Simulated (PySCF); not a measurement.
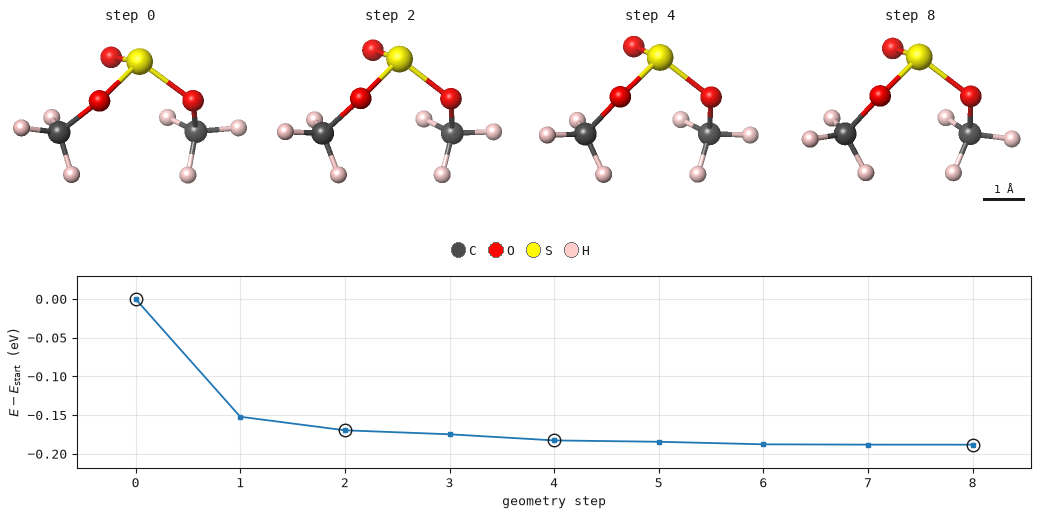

Frames of a relaxation of C2H6O3S, marked on the history of the run. A ball-and-stick model, seen from a free direction.

The start comes from GFN2-xTB. Its atoms were then displaced at random by about 0.01 Å.

The calculation used PBE0-D3(BJ)/def2-TZVP geometry optimisation, gas phase (PySCF 2.14.0, density-fitted response routines). 

What happens along the run?

The energy falls by 0.188 eV in 8 geometry steps. An H atom moves most after the best rigid fit: 0.40 Å. By element the largest moves are H 0.40 Å, O 0.22 Å, C 0.18 Å, S 0.12 Å. Near-neighbour distances that change, for instance: O–S 1.674 → 1.617 Å, C–O 1.394 → 1.428 Å, O–S 1.648 → 1.617 Å, C–H 1.115 → 1.089 Å. Bond angles that change, for instance: O–S–O 104.2° → 107.2°, O–C–H 108.5° → 106.3°. Cost: 81 s on 2 threads of Intel(R) Xeon(R) 6975P-C, on a shared host. From step 0 to 2: an O atom moves most (0.18 Å), energy −0.169 eV. From step 2 to 4: H atoms move most (0.14 Å), energy −0.013 eV. From step 4 to 8: H atoms move most (0.16 Å), energy −0.005 eV.

```json
{"step": "0", "E − E(0), eV": "0.0000"}
{"step": "1", "E − E(0), eV": "-0.1520"}
{"step": "2", "E − E(0), eV": "-0.1695"}
{"step": "3", "E − E(0), eV": "-0.1746"}
{"step": "4", "E − E(0), eV": "-0.1826"}
{"step": "5", "E − E(0), eV": "-0.1843"}
{"step": "6", "E − E(0), eV": "-0.1876"}
{"step": "7", "E − E(0), eV": "-0.1880"}
{"step": "8", "E − E(0), eV": "-0.1881"}
```
